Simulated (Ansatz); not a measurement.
**ClH$_{5}$OW: density, localisation and related maps**

The calculation's input:

```
crystal:
  periodic: [false, false, false]
  atoms:
    - { symbol: W, position_ang: [0.0, 0.0, 0.0] }
    - { symbol: O, position_ang: [0.0, 0.0, 1.94] }
    - { symbol: H, position_ang: [-0.9095, -0.2814, 2.2771] }
    - { symbol: H, position_ang: [1.72, 0.0, 0.0] }
    - { symbol: H, position_ang: [0.0, 1.72, 0.0] }
    - { symbol: H, position_ang: [-1.72, 0.0, 0.0] }
    - { symbol: Cl, position_ang: [0.0, -2.39, 0.0] }
    - { symbol: H, position_ang: [0.0, 0.0, -1.72] }
basis:
  gaussian: { orbitals: def2-SVP }
hamiltonian:
  xc: hf
relax:
  f_tol: 0.02
  max_steps: 40
output:
  orbitals: {}
```

Run with:

```sh
ansatz run input.yaml --threads 1 --pin off --max-ram 2048MiB --backend cpu --events-out ev --progress --plain --runs-dir out
```

The fields are those of the run's last geometry, not of the input's.

Core potentials replace the inner electrons of W.

These are results of Ansatz, RHF/def2-SVP, not measurements.

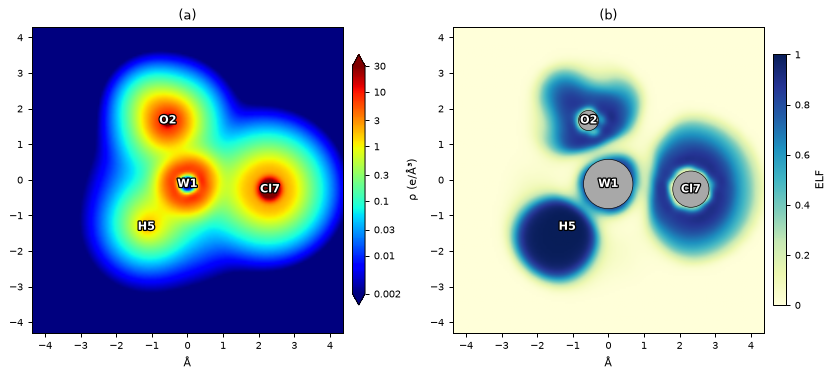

Figure 1. (a) electron density; (b) ELF on the plane of atoms H5, W1 and Cl7. Grey discs cover the atomic cores in the ELF map.

Q: Describe what can be read from this map.

A: The plane passes through W, O, H and Cl nuclei.
W–O (1.87 Å): ρ at the midpoint is about 1.1 e/Å³; the ELF peaks at about 0.85 in the valence shell of O, 0.6 Å from its nucleus, and drops to about 0.25 between the two atoms.
W–Cl (2.33 Å): ρ is about 0.63 e/Å³ halfway; the ELF peaks at about 0.85 in the valence shell of Cl, 0.9 Å from its nucleus, and is about 0.40 at the midpoint.
W–H (1.67 Å): ρ is about 1.7 e/Å³ halfway; the ELF climbs to about 1 towards the hydrogen.

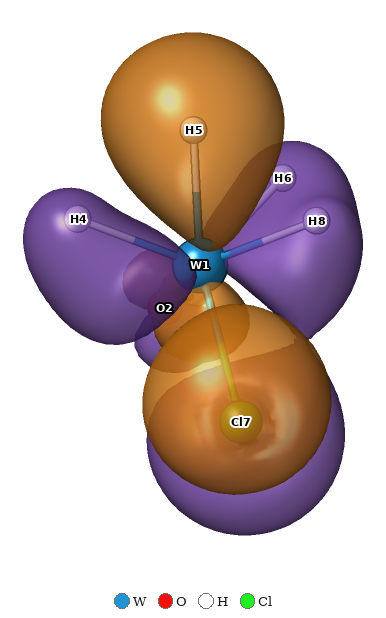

Figure 2. The HOMO−1 at ±0.08 Å⁻³ᐟ² (orange and purple are the two phases), seen at an oblique angle.

Q: Where does this orbital lie, and at what energy?

A: Its weight (Hirshfeld) is mainly on W1 (about 35 %), Cl7 (about 35 %) and H5 (about 20 %). Its energy is −11.99 eV.

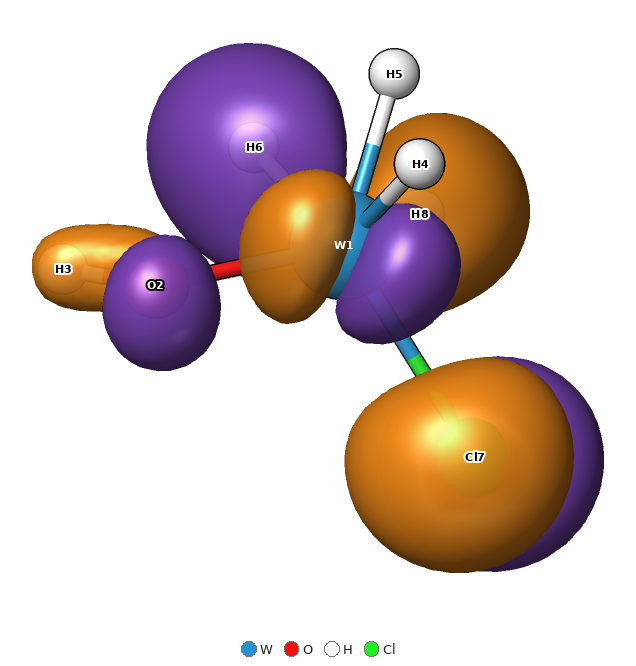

Figure 3. The HOMO at ±0.1 Å⁻³ᐟ² (orange and purple are the two phases), seen at an oblique angle.

Q: Where does this orbital lie, and at what energy?

A: Its weight (Hirshfeld) is mainly on Cl7 (about 35 %), W1 (about 30 %), H8 (about 15 %) and H6 (about 15 %). Its energy is −11.28 eV.
